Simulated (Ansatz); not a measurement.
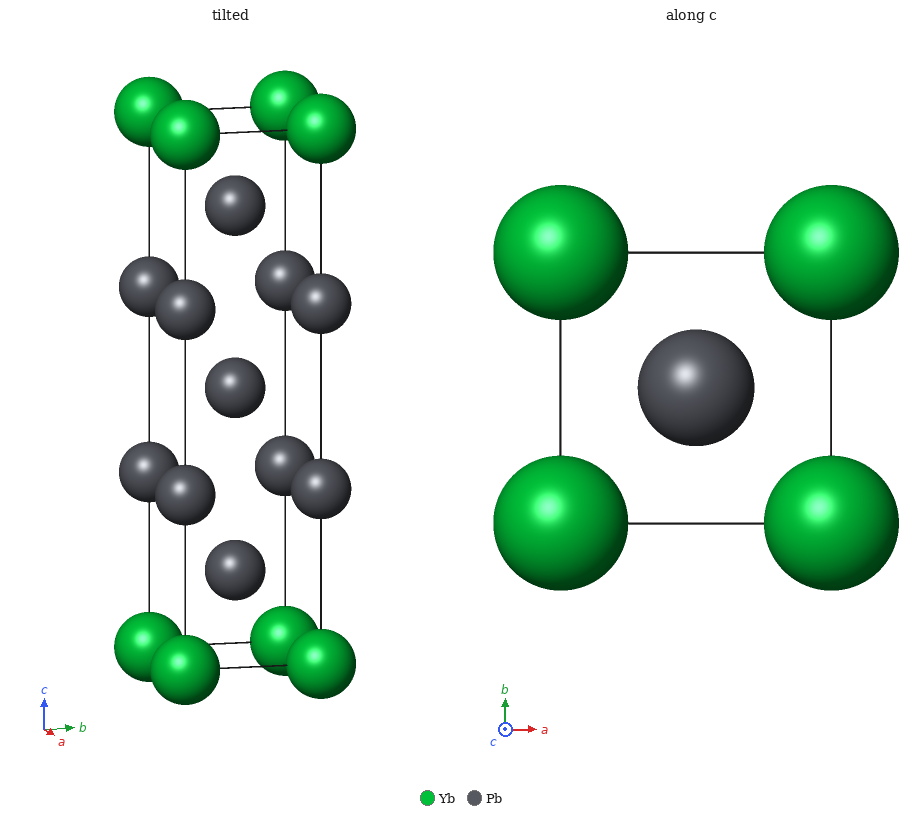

We look at a spheres-only model of the crystal slightly off an axis and along the c axis. The edges of the conventional unit cell are marked.

YbPb₅, space group P4/mmm (No. 123), a = 3.653 Å, b = 3.653 Å, c = 14.112 Å, α = 90.00°, β = 90.00°, γ = 90.00°. The structure comes from a structure type filled with these elements by a generator (whether the compound takes this form wasn't checked). Earlier steps of the study may have refined or changed the cell and positions. Ansatz was used for an electronic-structure calculation on it.

This one geometry was computed with Ansatz (DFT, plane waves, PAW) at three levels of theory: PBE, r2SCAN and PBEsol.

Q: Which level gives the highest pressure at this volume, and what does that say about its equilibrium volume?

A: Highest: PBE (0.0 GPa), which points to the largest equilibrium volume. Lowest, with the smallest volume: PBEsol (-2.6 GPa). Levels within 0.5 GPa of each other can't be told apart.

Q: How does the band gap change with the level of theory?

A: All levels give a metal.

Q: Collect the results in a table.

A:
| level | cutoff (eV) | k-mesh of the run's cell | gap (eV) | pressure (GPa) |
| --- | --- | --- | --- | --- |
| PBE | 420 | 10×10×4 | metal | 0.0 |
| r2SCAN | 500 | 10×10×4 | metal | -1.2 |
| PBEsol | 420 | 10×10×4 | metal | -2.6 |

Gaps are taken on the k-mesh or band path of each run.
